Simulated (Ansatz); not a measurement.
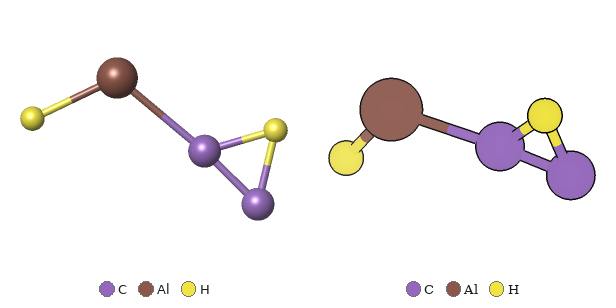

The same structure drawn twice, from different directions.

Charge 0, doublet. Computed geometry: PBE-D4/def2-SVP optimisation. No frequency run is at hand to confirm it as a minimum.

> Which formula does it have?

C2H2Al, 5 atoms: 2 carbon, 2 hydrogen and 1 aluminium.

> Give the symmetry (Schoenflies symbol).

Cs.

> How many sets of symmetry-equivalent atoms are there?

5: 1 C, 1 C, 1 Al, 1 H, 1 H.

> How many bonds of each kind are drawn?

2 C–H, 1 C–C, 1 Al–H, 1 C–Al. Sticks follow a distance rule.
